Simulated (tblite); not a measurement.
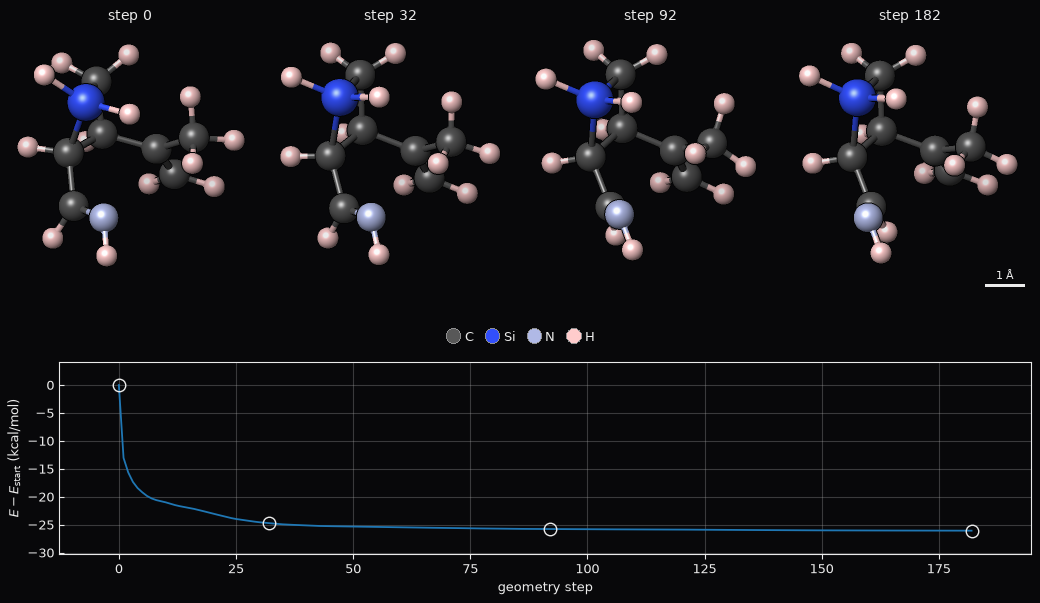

Frames of a relaxation of C$_{7}$H$_{13}$NSi, marked on the history of the run. Style: ball-and-stick. Shown from a free direction.

All numbers below come from GFN2-xTB geometry optimisation, gas phase (tblite). 

> Describe the path.

After 182 geometry steps the energy has fallen by 26.1 kcal/mol. An H atom moves most after the best rigid fit: 1.45 Å. By element the largest moves are H 1.45 Å, N 0.55 Å, C 0.48 Å, Si 0.26 Å. Some distances before and after: C–Si 1.830 → 1.918 Å, C–C 1.477 → 1.556 Å, C–N 1.299 → 1.257 Å, C–H 1.128 → 1.087 Å. Among the angles between lasting bonds that change: N–C–H 115.5° → 124.5°, C–C–C 89.5° → 98.0°, C–C–H 123.0° → 115.4°. Groups turn about C–C by about 55°, C–C by about 20°. From step 0 to 32: an H atom moves most (0.57 Å), energy −24.7 kcal/mol. From step 32 to 92: an H atom moves most (0.74 Å), energy −1.08 kcal/mol. From step 92 to 182: H atoms move most (0.33 Å), energy −0.28 kcal/mol.
